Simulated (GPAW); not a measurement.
# Core-hole calculation of the O K edge in Ti2MnO4 (Fd-3m)

What does one-electron theory with a core hole give for the O K edge of Ti2MnO4 (Fd-3m)?

Program: GPAW 26.7.0. Level of theory: X-ray absorption from dipole matrix elements to empty bands, plane-wave PAW LDA+U. Results are calculated unless marked as measured.

## Step 1: Starting point

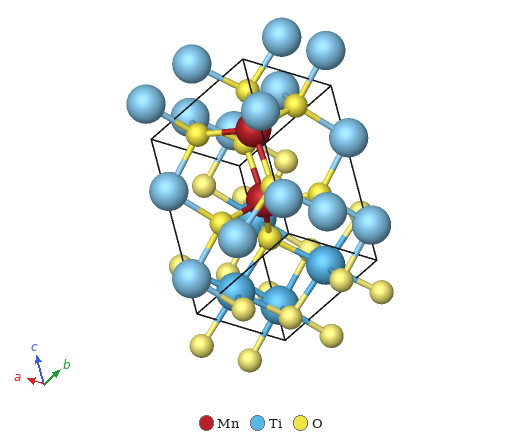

The starting structure, seen slightly off an axis (manganese red, titanium blue, oxygen yellow). Some periodic images of atoms are drawn too.

Coordinates:

```cif
data_structure
_symmetry_space_group_name_H-M 'Fd-3m:1'
_symmetry_Int_Tables_number 227
_cell_length_a 8.6560
_cell_length_b 8.6560
_cell_length_c 8.6560
_cell_angle_alpha 90.000
_cell_angle_beta 90.000
_cell_angle_gamma 90.000
_cell_volume 648.57
loop_
_atom_site_label
_atom_site_type_symbol
_atom_site_symmetry_multiplicity
_atom_site_Wyckoff_symbol
_atom_site_fract_x
_atom_site_fract_y
_atom_site_fract_z
_atom_site_occupancy
Mn1 Mn 8 a 0.50000 0.00000 0.50000 1
Ti1 Ti 16 d 0.37500 0.62500 0.37500 1
O1 O 32 e 0.11367 0.38633 0.11367 1
```

## Step 2: Ground state of the crystal

The ground state comes first: it tells whether the system has a gap, which decides how the excited electron is treated.

File scf.py:

```python
import numpy as np
from ase import Atoms
from ase.parallel import parprint, paropen
from gpaw import GPAW, PW, FermiDirac, Mixer, MixerDif, setup_paths
from gpaw.test import gen
setup_paths.insert(0, '.')
gen('O', name='nch1s', xcname='LDA', corehole=(1, 0, 0), write_xml=True)
from gpaw.mpi import world
world.barrier()

atoms = Atoms('Mn2Ti4O8',
    cell=[[0, 4.32801134, 4.32801134],
     [4.32801134, 0, 4.32801134],
     [4.32801134, 4.32801134, 0]],
    scaled_positions=[[0.5, 0.5, 0.5],
     [0.75, 0.75, 0.75],
     [0.125, 0.625, 0.125],
     [0.125, 0.125, 0.125],
     [0.125, 0.125, 0.625],
     [0.625, 0.125, 0.125],
     [0.88632667, 0.34102, 0.88632667],
     [0.36367333, 0.36367333, 0.36367333],
     [0.88632667, 0.88632667, 0.34102],
     [0.36367333, 0.36367333, 0.90898],
     [0.36367333, 0.90898, 0.36367333],
     [0.34102, 0.88632667, 0.88632667],
     [0.88632667, 0.88632667, 0.88632667],
     [0.90898, 0.36367333, 0.36367333]],
    magmoms=[4.0, -4.0, 0.0, 0.0, 0.0, 0.0, 0.0, 0.0, 0.0, 0.0, 0.0, 0.0, 0.0, 0.0],
    pbc=True)
atoms.calc = calc = GPAW(legacy_gpaw=True, mode=PW(500, force_complex_dtype=True), xc='LDA', setups={'Mn': ':d,5', 6: 'nch1s'},
    kpts={'size': (3, 3, 3), 'gamma': True}, occupations=FermiDirac(0.05),
    charge=0, mixer=MixerDif(0.05, 8, 50), maxiter=150,
    convergence={'density': 0.0001, 'eigenstates': 1e-6}, txt='scf.txt')
energy = atoms.get_potential_energy() + calc.get_reference_energy()
ef = calc.get_fermi_level()
out = dict(energy=energy, fermi=ef, forces=atoms.get_forces().tolist(), magmoms=atoms.get_magnetic_moments().tolist())
parprint(f'all-electron energy {energy:.4f} eV, Fermi level {ef:.4f} eV')
ev = np.array([[calc.get_eigenvalues(k, s) for k in range(len(calc.get_ibz_k_points()))] for s in range(calc.get_number_of_spins())])
out['homo'], out['lumo'], out['counts'] = ev[ev < ef].max(), ev[ev > ef].min(), sorted(set((ev < ef).sum((0, 2)).tolist()))
out['filled'] = (ev[:, 0] < ef).sum(1).tolist()
import json
with paropen('out.json', 'w') as f:
    json.dump(out, f)
```

Started as:

```sh
$ OMP_NUM_THREADS=1 mpirun -n 4 gpaw python scf.py
```

Numbers of over 12 decimals in the logs are rounded to 6 here.

What it wrote:

```text
Input parameters:
  convergence: {density: 0.0001,
                eigenstates: 1e-06}
  kpts: {gamma: True,
         size: (3, 3, 3)}
  maxiter: 150
  mixer: {backend: pulay,
          beta: 0.05,
          method: difference,
          nmaxold: 8,
          weight: 50}
  mode: {ecut: 500.0,
         force_complex_dtype: True,
         name: pw}
  occupations: {fixmagmom: False,
                name: fermi-dirac,
                width: 0.05}
  setups: {6: nch1s,
           Mn: :d,5}

Initialize ...

[... PAW data sets ...]

Reference energy: -171830.004732  # eV

Spin-polarized calculation.
Initial magnetic moment: 0.000000

[... convergence settings ...]
Symmetries present (total): 6
  [... symmetry matrices ...]

27 k-points: 3 x 3 x 3 Monkhorst-Pack grid
6 k-points in the irreducible part of the Brillouin zone
       k-points in crystal coordinates                weights
   0:     0.00000000    0.00000000    0.00000000          1/27
   1:     0.00000000    0.33333333    0.00000000          2/27
   2:     0.33333333   -0.33333333    0.33333333          6/27
   3:     0.33333333    0.33333333   -0.33333333          6/27
   4:     0.33333333    0.33333333    0.00000000          6/27
   5:     0.33333333    0.33333333    0.33333333          6/27

Wave functions: Plane wave expansion
  Cutoff energy: 500.000 eV
  Number of coefficients (min, max): 4092, 4128
  Pulay-stress correction: 0.000000 eV/Ang^3 (de/decut=0.000000)
  Using FFTW library
  Wavefunction extrapolation:
    Improved wavefunction reuse through dual PAW basis

Occupation numbers: Fermi-Dirac:
  width: 0.0500  # eV

Eigensolver
   Davidson(niter=2)

Densities:
  Coarse grid: 32*32*32 grid
  Fine grid: 64*64*64 grid
  Total Charge: 0.000000

Density mixing:
  Method: difference
  Backend: pulay
  Linear mixing parameter: 0.05
  old densities: 8
  Width of damping distribution: 1.1
  Damping of long wavelength oscillations: 50

[... Hamiltonian set-up ...]
Number of atoms: 14
Number of atomic orbitals: 110
Number of bands in calculation: 80
Number of valence electrons: 126
Bands to converge: occupied

... initialized

Initializing position-dependent things.

Density initialized from atomic densities
Creating initial wave functions:
  80 bands from LCAO basis set

                            O
                    O
                        Mn
                      O
               O          O
                   O
                 Mn
                     O
         Ti   O

             Ti
              Ti
       Ti

Atomic positions and initial magnetic moments

Positions:
   0 Mn     4.328011    4.328011    4.328011    ( 0.0000,  0.0000,  4.0000)
   1 Mn     6.492017    6.492017    6.492017    ( 0.0000,  0.0000, -4.0000)
   2 Ti     3.246009    1.082003    3.246009    ( 0.0000,  0.0000,  0.0000)
   3 Ti     1.082003    1.082003    1.082003    ( 0.0000,  0.0000,  0.0000)
   4 Ti     3.246009    3.246009    1.082003    ( 0.0000,  0.0000,  0.0000)
   5 Ti     1.082003    3.246009    3.246009    ( 0.0000,  0.0000,  0.0000)
   6 O      5.311970    7.672064    5.311970    ( 0.0000,  0.0000,  0.0000)
[...]
11 O      7.672064    5.311970    5.311970    ( 0.0000,  0.0000,  0.0000)
  12 O      7.672064    7.672064    7.672064    ( 0.0000,  0.0000,  0.0000)
  13 O      3.147965    5.508058    5.508058    ( 0.0000,  0.0000,  0.0000)

Unit cell:
           periodic     x           y           z      points  spacing
  1. axis:    yes    0.000000    4.328011    4.328011    32     0.1562
  2. axis:    yes    4.328011    0.000000    4.328011    32     0.1562
  3. axis:    yes    4.328011    4.328011    0.000000    32     0.1562

  Lengths:   6.120732   6.120732   6.120732
  Angles:   60.000000  60.000000  60.000000

Effective grid spacing dv^(1/3) = 0.1704

iter:   1  -139.123738                   -0.0000
iter:   2  -136.535300   -0.88  -1.03    -0.0000
iter:   3  -128.683651   +0.06  -1.08    -0.0000
iter:   4  -128.792674   -1.01  -1.43    -0.0000
iter:   5  -129.978453   -0.84  -1.46    -0.0000
iter:   6  -128.935608   -0.48  -1.55    -0.0000
iter:   7  -128.588180   -1.51  -1.80    -0.0000
iter:   8  -128.377475   -1.91  -2.01    -0.0000
iter:   9  -128.394723   -3.16  -2.48    -0.0000
iter:  10  -128.359590c  -2.92  -2.41    +0.0000
iter:  11  -128.358506c  -3.59  -2.48    +0.0000
iter:  12  -128.356644c  -4.26  -2.51    +0.0000
iter:  13  -128.340694c  -2.59  -2.51    -0.0000
iter:  14  -128.342034c  -3.16  -3.41    -0.0000
iter:  15  -128.342511c  -3.83  -3.52    -0.0000
iter:  16  -128.344096c  -3.87  -3.36    -0.0000
iter:  17  -128.342404c  -3.98  -3.10    -0.0000
iter:  18  -128.341718c  -4.25  -3.50    -0.0000
iter:  19  -128.341788c  -4.82  -4.29c   +0.0000
iter:  20  -128.341785c  -5.56  -4.22c   +0.0000
iter:  21  -128.341763c  -5.90  -4.29c   +0.0000
iter:  22  -128.341782c  -5.94  -4.36c   +0.0000
iter:  23  -128.341766c  -6.08c -4.14c   -0.0000

Converged after 23 iterations.

Dipole moment: (-7.292297, -7.292303, -7.292297) |e|*Ang

Total magnetic moment: (0.000000, 0.000000, -0.000000)
Local magnetic moments:
   0 Mn ( 0.000000,  0.000000,  4.464062)
   1 Mn ( 0.000000,  0.000000, -4.464062)
   2 Ti ( 0.000000,  0.000000, -0.000009)
   3 Ti ( 0.000000,  0.000000,  0.000003)
   4 Ti ( 0.000000,  0.000000,  0.000003)
   5 Ti ( 0.000000,  0.000000,  0.000003)
   6 O  ( 0.000000,  0.000000, -0.006652)
   7 O  ( 0.000000,  0.000000,  0.006657)
   8 O  ( 0.000000,  0.000000, -0.006658)
   9 O  ( 0.000000,  0.000000,  0.006657)
  10 O  ( 0.000000,  0.000000,  0.006654)
  11 O  ( 0.000000,  0.000000, -0.006658)
  12 O  ( 0.000000,  0.000000, -0.006658)
  13 O  ( 0.000000,  0.000000,  0.006657)

Energy contributions relative to reference atoms: (reference = -171830.004732)

Kinetic:       +108.589114
Potential:     -111.091434
External:        +0.000000
XC:            -125.947070
Entropy (-ST):   -0.085234
Local:           +0.150240
SIC:             +0.000000
--------------------------
Free energy:   -128.384383
Extrapolated:  -128.341766

Spin contamination: 4.900816 electrons
Showing only first 2 kpts
                      Up                     Down
 Kpt  Band  Eigenvalues  Occupancy  Eigenvalues  Occupancy
  0    61      7.15197    1.00000      7.15197    1.00000
  0    62      7.15197    1.00000      7.15197    1.00000
  0    63      7.75742    0.99924      7.75742    0.99924
  0    64      8.41320    0.00264      8.41320    0.00264

  1    61      7.63284    0.99994      7.63285    0.99994
  1    62      7.63285    0.99994      7.63285    0.99994
  1    63      8.04970    0.79202      8.04970    0.79202
  1    64      8.40994    0.00282      8.40993    0.00282

Fermi level: 8.11656

No gap
No difference between direct/indirect transitions

Forces in eV/Ang:
  0 Mn    0.00006   -0.00006    0.00006
  1 Mn   -0.00008    0.00008   -0.00008
  2 Ti   -0.00002    0.00002   -0.00002
  3 Ti    0.00001   -0.00004    0.00001
  4 Ti    0.00004   -0.00001    0.00001
  5 Ti    0.00001   -0.00001    0.00004
  6 O    -0.24866    0.24866   -0.24866
[...]
11 O     0.24847   -0.24847   -0.24834
 12 O     0.24847    0.24834    0.24847
 13 O    -0.24849    0.24849    0.24838
Scalar-relativistic atomic LDA calculation for O (Oxygen, Z=8)
Core hole in 1s state (1s occupation: 2.0)
300 radial gridpoints.
|------------------------------------------------|
|------------------------------------------------|
[... the atom generator's iteration count ...]

Energy contributions:
-------------------------
Kinetic:      +74.266897
XC:            -7.772280
Potential:   -141.018865
-------------------------
Total:        -74.524248

state      eigenvalue         ekin         rmax
-----------------------------------------------
1s^2.0 :   -18.772897    28.821965        0.130
2s^2.0 :    -0.872866     3.204810        0.874
2p^4.0 :    -0.337925     2.553337        0.813
-----------------------------------------------
(units: Bohr and Hartree)

Generating PAW setup
Kinetic energy of the core from tauc = 57.689706
Cutoffs:
rc(s)=1.300
rc(p)=1.130
rc(d)=1.170
rc(vbar)=1.300
rc(comp)=1.260
rc(nct)=1.300

Kinetic energy of the core states: 57.643930
Charge: 0.0
Core electrons: 2.0
Valence electrons: 6.0
Pseudo-core charge: 0.000776
Shape function alpha=6.299
Pseudo-electron charge 5.666261
state    eigenvalue         norm
--------------------------------
2s(2) :    -0.872866     1.079797
*s    :     0.127134
2p(4) :    -0.337925     0.876472
*p    :     0.662075
*d    :     0.000000
--------------------------------

Diagonalizing with gridspacing h=0.050

state   all-electron     PAW
-------------------------------
2s:      -0.872866    -0.873954
2p:      -0.337925    -0.341740
*d:                    0.050276
*f:                    0.077289
-------------------------------
all-electron energy -171958.3465 eV, Fermi level 8.1166 eV
```

Wall time 33 s (4 MPI ranks of Intel Xeon 6975P-C (Granite Rapids), shared host); peak memory 0.34 GiB.

The mesh shows no gap, so the system is treated as a metal and the core electron is put at the Fermi level (neutral cell).

Site moments (μB): 4.46, -4.46, 0.00, 0.00, 0.00, 0.00, -0.01, 0.01, -0.01, 0.01, 0.01, -0.01, -0.01, 0.01.

## Step 3: Cell without a hole, the energy reference

The photon energy needs a difference of total energies, so the cell and mesh of the coming hole run are first run without a hole.

scf.py: that of step 2 with these lines changed.

```diff
@@ -31,3 +31,3 @@
 atoms.calc = calc = GPAW(legacy_gpaw=True, mode=PW(500, force_complex_dtype=True), xc='LDA', setups={'Mn': ':d,5', 6: 'nch1s'},
-    kpts={'size': (3, 3, 3), 'gamma': True}, occupations=FermiDirac(0.05),
+    kpts={'size': (3, 3, 3), 'gamma': True}, occupations=FermiDirac(0.1),
     charge=0, mixer=MixerDif(0.05, 8, 50), maxiter=150,
```

What it wrote:

```text
Input parameters:
  convergence: {density: 0.0001,
                eigenstates: 1e-06}
  kpts: {gamma: True,
         size: (3, 3, 3)}
  maxiter: 150
  mixer: {backend: pulay,
          beta: 0.05,
          method: difference,
          nmaxold: 8,
          weight: 50}
  mode: {ecut: 500.0,
         force_complex_dtype: True,
         name: pw}
  occupations: {fixmagmom: False,
                name: fermi-dirac,
[...]
2s(2) :    -0.872866     1.079797
*s    :     0.127134
2p(4) :    -0.337925     0.876472
*p    :     0.662075
*d    :     0.000000
--------------------------------

Diagonalizing with gridspacing h=0.050

state   all-electron     PAW
-------------------------------
2s:      -0.872866    -0.873954
2p:      -0.337925    -0.341740
*d:                    0.050276
*f:                    0.077289
-------------------------------
all-electron energy -171958.3531 eV, Fermi level 8.0993 eV
[key lines of the parts left out:]
Converged after 22 iterations.
Dipole moment: (-7.282299, -7.282310, -7.282299) |e|*Ang
Free energy:   -128.510577
Fermi level: 8.09930
```

It took 32 s on 4 MPI ranks; peak memory 0.33 GiB.

Reference energy: -171958.353 eV with the cores included.

[end of part 1 of 2]

[Banner, clock and machine lines of the logs are left out without a mark of their own.]

[Logs are printed without paths, hosts, clocks, repeated set-up lines and the standing remarks that a program may print on its own settings, such as how far it seeks lower states.]

[Hosts, paths, dates, database ids (printed as entryN), source tags and the programs' standing remarks are cut or masked in the printed files.]

[Lists of maxima count a maximum above −3 eV only where it reaches 4 % of the highest in the window and stands out from its surroundings by 2 % of it (1.5 % where it reaches 55 %); shoulders and weaker maxima are passed over, and of the rest the first, up to two pre-edge ones and the few strongest are named.]
